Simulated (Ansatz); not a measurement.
# Nb4C2N, from a guessed structure to a relaxed one, part 2 of 2

This structure for Nb4C2N is made up. Its elements were placed in a known structure type with a cell scaled to their sizes. What cell does the guess relax to, and how far off was it?

Ansatz 0.2.0; DFT, r2SCAN, plane-wave PAW, files of the set soft_1, scalar-relativistic, no spin, cell and ions relaxed at zero pressure; PAW set soft_1 (the session's first sound run).

So far: Set-up; Relaxing cell and atoms.

### Step 2. Relaxing cell and atoms (continued)

Step by step:

```
step  energy less that of the first step (eV)  largest force component (eV/Å)  pressure (GPa)  volume (Å³)
   1                                   0.0000                          0.9038            0.27        86.14
   2                                  -0.1106                          0.4102           -1.79        87.05
   3                                  -0.1101                          0.4427            2.97        86.09
   4                                  -0.1288                          0.0445           -0.24        86.78
   5                                  -0.1290                          0.0002            0.00        86.73
  6*                                  -0.1294                          0.0001            0.00        86.73
```

Relaxation steps marked * repeat the geometry before them on a plane-wave basis chosen anew for their cell, so energy and pressure can jump there. Relaxation step 3 was tried and not accepted.

Forces are held to the 16 operations that the run works with; a distortion that breaks them can't arise in this run.

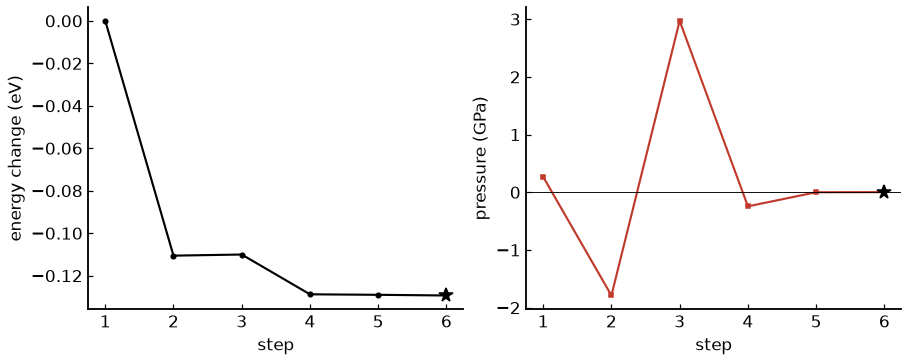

Energy and pressure along the relaxation. Stars mark steps on a basis chosen anew.

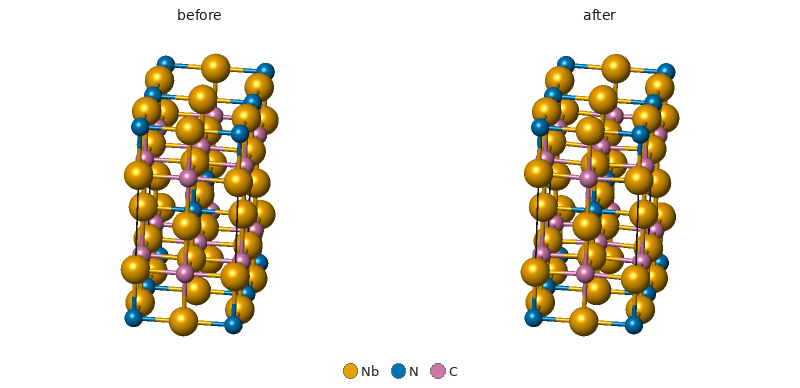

The structure before and after the relaxation, drawn at the same scale.

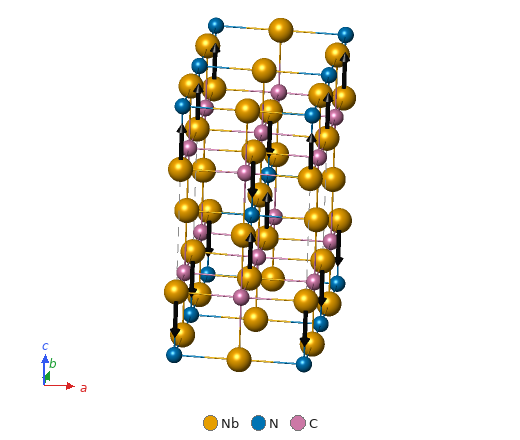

Displacements in the relaxation, exaggerated, measured against the changing cell; the longest in the cell stands for 0.11 Å. 1×2×1 conventional cells are drawn. Some periodic images of atoms are drawn too.

| conventional cell, symmetrised | before | after | change |
| --- | --- | --- | --- |
| a (Å) | 4.413 | 4.435 | +0.5 % |
| b (Å) | 4.413 | 4.435 | +0.5 % |
| c (Å) | 8.846 | 8.818 | -0.3 % |
| volume (Å³/atom) | 12.31 | 12.39 | +0.7 % |

The atoms that moved most (Å, as changes of fractional coordinates times the final cell):

| atom | dx | dy | dz | length |
| --- | --- | --- | --- | --- |
| Nb2 | 0.000 | 0.000 | -0.111 | 0.111 |
| Nb3 | 0.000 | 0.000 | 0.111 | 0.111 |

Numbers from this step:

```yaml
free_energy: -19148.1294 eV
energy_at_zero_smearing: -19148.1174 eV
smearing_term_ts: 0.02401 eV
fermi_energy: 18.22 eV
electrons: 65
symmetry_operations: 16
pressure: 0.001563 GPa
```

The shortest distance of each pair, which need not be the same contact before and after:

```
 pair  guess (Å)  relaxed (Å)
 N–Nb      2.207        2.125
 C–Nb      2.207        2.205
Nb–Nb      3.102        3.071
  C–N      3.124        3.127
  C–C      3.120        3.136
```

The relaxation ends with a largest force component of 8.4e-5 eV/Å and a pressure of 0.00 GPa.

### Step 3. Bands of the relaxed cell

A second self-consistent run takes a narrower smearing and the mesh shown in its input; the bands follow along the standard path of the relaxed lattice.

This step: DFT, r2SCAN, plane-wave PAW, files of the set soft_1, scalar-relativistic, no spin, bands and density of states at the relaxed cell; PAW set soft_1 (Ansatz 0.2.0).

input.yaml reads:

```yaml
crystal:
  lattice:
    - [-2.2175820727, 2.2175820727, 4.4092136245]
    - [2.2175820727, -2.2175820727, 4.4092136245]
    - [2.2175820727, 2.2175820727, -4.4092136245]
  atoms:
    - { symbol: Nb, position: [0.5, 0.0, 0.5] }
    - { symbol: Nb, position: [0.2409586129, 0.2409586129, 0.0] }
    - { symbol: Nb, position: [0.7590413871, 0.7590413871, 0.0] }
    - { symbol: Nb, position: [0.0, 0.5, 0.5] }
    - { symbol: "N", position: [0.0, 0.0, 0.0] }
    - { symbol: C, position: [0.75, 0.25, 0.5] }
    - { symbol: C, position: [0.25, 0.75, 0.5] }
kpoints:
  mp_grid: { grid: [10, 10, 10] }
  band_path:
    path:
      - [[0.0, 0.0, 0.0], [0.0, 0.0, 0.5], [-0.12647571, 0.12647571, 0.5], [-0.31323786, 0.31323786, 0.31323786], [0.0, 0.0, 0.0], [0.5, 0.5, -0.5], [0.31323786, 0.68676214, -0.31323786], [0.0, 0.5, 0.0], [0.25, 0.25, 0.25], [0.5, 0.5, -0.12647571], [0.5, 0.5, -0.5]]
      - [[0.0, 0.0, 0.5], [0.25, 0.25, 0.25]]
    npoints: 7
scf:
  occupations: { method: fermi_dirac, width: 0.03 }
  n_extra_bands: 11
hamiltonian:
  xc: r2scan
  pseudopotentials: { kind: paw, azcp: { folder: soft_1 } }
output:
  forces: true
  stress: true
  write_bands: true
  dos: { projected: true }
  write_density: true
  write_potential: true
  elf: true
  volumetric_format: npy
```

On the command line:

```bash
> ansatz run input.yaml --threads 4 --pin off --max-ram 10240MiB --backend cpu --events-out ev --progress --plain --runs-dir out
```

Numbers of over 12 decimals in the logs are rounded to 6 here.

Output:

```text
[...]
Crystal: 7 atoms, lattice volume = 86.732 Å³
Basis set: ecut = 500 eV, 2165 PW (Γ), exchange–correlation on 160×160×160 points (64 copies of the dense FFT grid, shifted against one another)
Bands: 44, of which v1, the nominal top of the filled ones, is band 33 counted from 1 (32 counted from 0)
Symmetry: 16 space group operations
[...]
k-points: 102 of 1000
[...]
SCF iter   1: F=—  HF=-19153.767543 eV  |F-HF|=—  |Δ(HF+E_count)|=         —  Δρ=1.32e-1  dr2=2.39e1  dr2_τ=1.86e0  ethr=3.10e-3  ⟨swp⟩=6.0  Hψ=17253  notcnv=0  defer=25
[...]
SCF iter  10: F=-19148.118352 eV  HF=-19148.118352 eV  |F-HF|=5.65e-9  |Δ(HF+E_count)|=   4.03e-8  Δρ=3.50e-6  dr2=8.90e-9  dr2_τ=1.13e-9  ethr=1.54e-10  ⟨swp⟩=15.3  Hψ=28396  notcnv=0
SCF 1 converged in 10 iterations: F = -19148.118352 eV  dr2 = 8.90e-9
[...]
NSCF: frozen V_eff on 79 k-points
SCF converged after 10 iterations
Free energy (F): -19148.118352 eV
[...]
Internal energy: -19148.109852 eV  (E = F + TS)
E sigma→0 (E₀):  -19148.114102 eV
Entropy (-TS):   -0.008500 eV (-1.214 meV/atom)
Fermi energy:    18.222687 eV
[...]
--- Forces (eV/Å), atoms counted from 1 ---
  atom   1  Nb     0.00000000     0.00000000    -0.00000000
  atom   2  Nb     0.00000000    -0.00000000    -0.00343090
  atom   3  Nb     0.00000000    -0.00000000     0.00343090
  atom   4  Nb     0.00000000     0.00000000    -0.00000000
  atom   5  N     -0.00000000     0.00000000    -0.00000000
  atom   6  C      0.00000000    -0.00000000     0.00000000
  atom   7  C     -0.00000000    -0.00000000     0.00000000
  max |Σ_I F_I| component: 6.94e-18 eV/Å
--- Stress (GPa, compression-positive) ---
       -0.026595      -0.000000       0.000000
       -0.000000      -0.026595       0.000000
       -0.000000      -0.000000       0.013980
  P = ⅓ Tr σ = -0.0131 GPa (-0.131 kbar)
--- Band table (eV; the first three rows and the last of 102) ---
  k-point 0: bands = [... 29 lower, 17.2084, 17.2429, 17.2429, 17.4567, 18.3973, 18.3973, 19.0389, 19.2383, ... 7 higher]
  k-point 1: bands = [... 29 lower, 16.8509, 17.2374, 17.3098, 17.7450, 18.0616, 18.2919, 19.8501, 20.0938, ... 7 higher]
  k-point 2: bands = [... 29 lower, 16.6125, 17.1312, 17.6101, 18.0924, 18.2741, 18.7938, 19.8046, 20.2646, ... 7 higher]
  k-point 101: bands = [... 29 lower, 15.8396, 16.1953, 16.1953, 16.9760, 19.5949, 19.9059, 19.9059, 20.2532, ... 7 higher]
```

The job ended after 23 s (4 threads of Arm Neoverse V1, shared host; peak memory 0.87 GiB).

Reading the cycles: dr2 is the Hartree energy of the density residual (eV), the measure of convergence; HF is the Harris–Foulkes estimate of the energy, which meets the free energy F at convergence.

Numbers from this step:

```yaml
free_energy: -19148.1184 eV
energy_at_zero_smearing: -19148.1141 eV
smearing_term_ts: 0.008500 eV
pressure: -0.01307 GPa
```

bands.tsv at the labelled points (eV, zero at the Fermi level; the bands that come nearest the Fermi level along the path):

| point | band 29 | band 30 | band 31 | band 32 | band 33 | band 34 | band 35 | band 36 |
| --- | --- | --- | --- | --- | --- | --- | --- | --- |
| Γ | -1.01 | -1.01 | -0.98 | -0.98 | -0.77 | 0.17 | 0.17 | 0.82 |
| X | -1.83 | -1.25 | -1.01 | -0.92 | 1.13 | 1.38 | 2.17 | 2.43 |
| Y | -2.20 | -1.80 | -0.86 | -0.62 | 0.71 | 1.16 | 1.72 | 2.34 |
| S | -3.24 | -2.76 | -0.75 | -0.41 | 0.54 | 0.54 | 1.15 | 2.02 |
| Γ | -1.01 | -1.01 | -0.98 | -0.98 | -0.77 | 0.17 | 0.17 | 0.82 |
| Z | -2.75 | -2.38 | -2.03 | -2.03 | -1.25 | 1.37 | 1.68 | 1.68 |
| S1 | -3.24 | -2.76 | -0.75 | -0.41 | 0.54 | 0.54 | 1.15 | 2.02 |
| N | -2.49 | -2.17 | -0.67 | -0.22 | 0.16 | 0.28 | 1.55 | 1.90 |
| P | -1.55 | -1.12 | -1.12 | -1.00 | 1.78 | 1.78 | 1.98 | 2.22 |
| Y1 | -2.20 | -1.80 | -0.86 | -0.62 | 0.71 | 1.16 | 1.72 | 2.34 |
| Z | -2.75 | -2.38 | -2.03 | -2.03 | -1.25 | 1.37 | 1.68 | 1.68 |
| X | -1.83 | -1.25 | -1.01 | -0.92 | 1.13 | 1.38 | 2.17 | 2.43 |
| P | -1.55 | -1.12 | -1.12 | -1.00 | 1.78 | 1.78 | 1.98 | 2.22 |

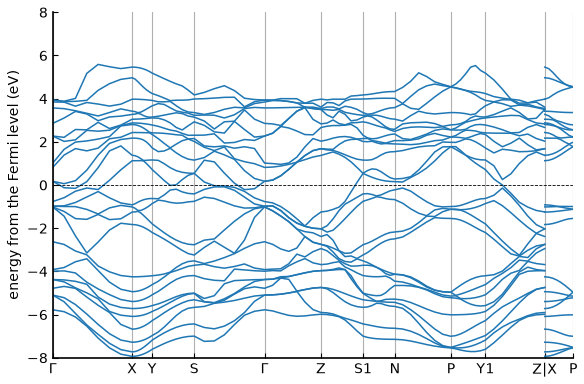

Bands along the path. 19 bands lie wholly below the window drawn.

Counts of states for the cell as run, both spins, by energy window (eV from the Fermi level):

```csv
from,to,total
-8,-7,1.57
-7,-6,3.42
-6,-5,4.88
-5,-4,5.56
-4,-3,2.69
-3,-2,2.66
-2,-1,2.83
-1,0,3.35
0,1,2.93
1,2,4.18
2,3,6.22
```

Below -8 eV lie 38.0 more states.

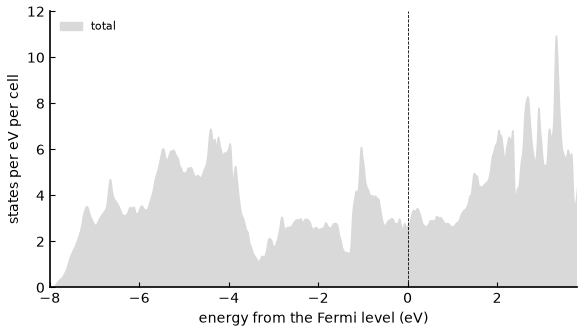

Total density of states, smoothed over about 0.04 eV.

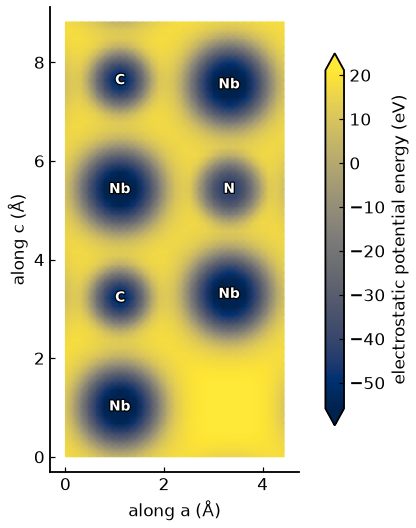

Electrostatic potential energy in the ac plane of the conventional cell at fractional y = 0.000, with atoms of Nb and N and C within 0.2 Å of it. With pseudopotentials it is smooth inside the atoms' cores, unlike the true potential. The map starts off the cell's origin, so that atoms lie inside it.

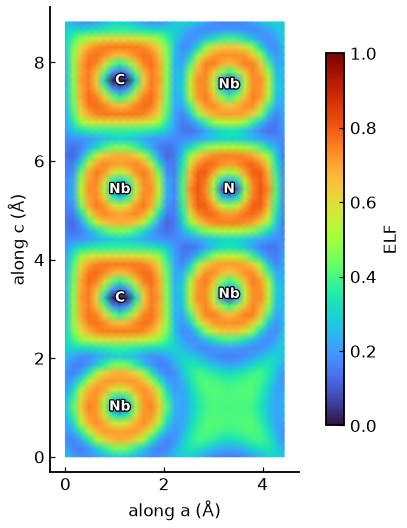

ELF in the ac plane of the conventional cell at fractional y = 0.000, with atoms of Nb and N and C within 0.2 Å of it. It is the smooth field of the valence electrons, not physical close to the nuclei. The map starts off the cell's origin, so that atoms lie inside it.

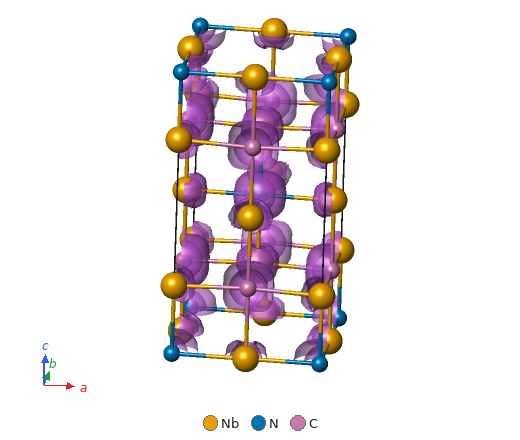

Surface of ELF = 0.73.

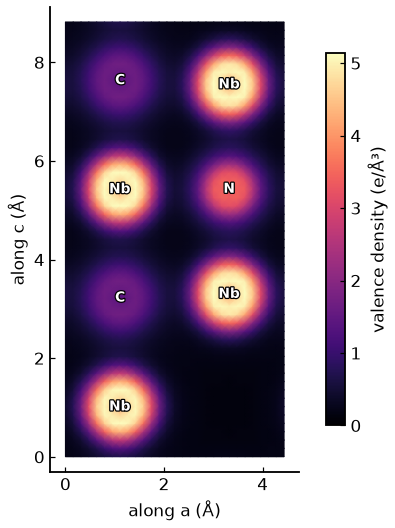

Valence density in the ac plane of the conventional cell at fractional y = 0.000, with atoms of Nb and N and C within 0.2 Å of it. It is the smooth field of the valence electrons, not physical close to the nuclei. The map starts off the cell's origin, so that atoms lie inside it.

### Step 4. Outcome

```json
{
  "space group, relaxed": "I4/mmm",
  "conventional cell": "a = 4.435, b = 4.435, c = 8.818 Å; α = 90.0°, β = 90.0°, γ = 90.0°",
  "volume per atom": "12.39 Å³ (guess 12.31)"
}
```

Nb4C2N relaxes to I4/mmm with a = 4.435, b = 4.435 and c = 8.818 Å. The guessed volume was near the relaxed one. The space group I4/mmm was held in the relaxation, so the end point is a stationary structure within it and may be a saddle against distortions or other arrangements. Bands cross the Fermi level, so it is a metal or semimetal at this level. The electron count is odd, which forces that without spin polarisation or a larger cell. On the 10×10×10 mesh with the narrower smearing (relaxed on 9×9×9) the largest force component is 0.003 eV/Å and the largest stress component is 0.027 GPa, within the relaxation's thresholds of 0.015 eV/Å and 0.05 GPa. The cutoff wasn't tested. No dispersion term is used, so weakly bound directions may come out too long. The runs have no spin, and magnetism wasn't tested. Nothing here tests whether the compound is stable against decomposition.

[Logs are printed without paths, hosts, clocks, repeated set-up lines and the standing remarks that a program may print on its own settings, such as how far it seeks lower states.]

[Hosts, paths, dates, database ids (printed as entryN), source tags and the programs' standing remarks are cut or masked in the printed files.]
